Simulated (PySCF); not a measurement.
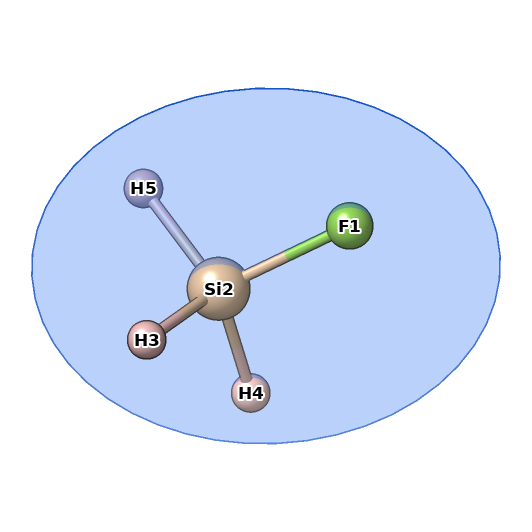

A disc through the centre of mass is drawn in. Distant atoms are faded towards the background colour. The geometry was computed by an optimisation with PBE0-D3(BJ)/def2-SVP. No frequency run is at hand to confirm it as a minimum.

**Is the plane of the disc a mirror plane of the structure?**

Yes. The reflection leaves F1, Si2, H4 in place and moves H3 ↔ H5. The point group is C3v.
